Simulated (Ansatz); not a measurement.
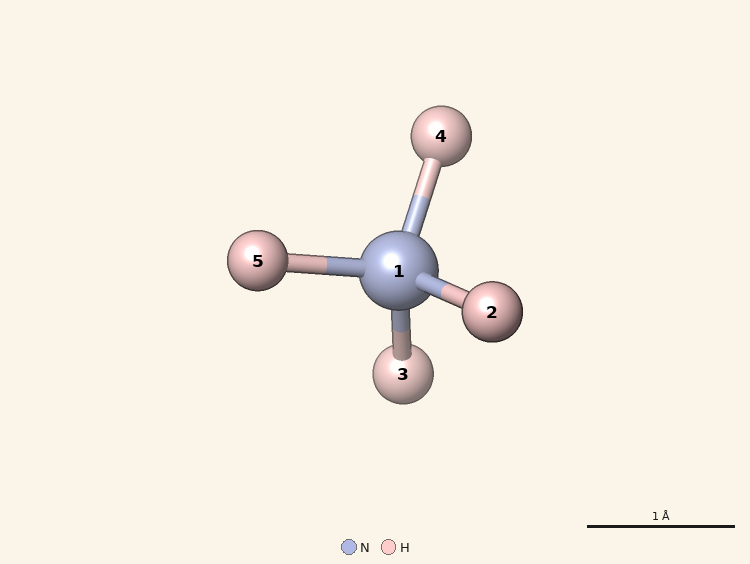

Figure made from data computed with Ansatz.

Orthographic view. Depth is shown by fading: the farther an atom, the more it takes the colour of the background. State: charge +1, singlet. Geometry: a fixed input geometry, not necessarily a minimum.

Write a Z-matrix (Å, degrees) in the order of the atom numbers, with these reference atoms: 2 to 1; 3 to 1, 2; 4 to 1, 3, 2; 5 to 1, 3, 4.

```
N  
H    1   1.030
H    1   1.030   2   109.5
H    1   1.030   3   109.5   2   120.0
H    1   1.030   3   109.5   4   120.0
```
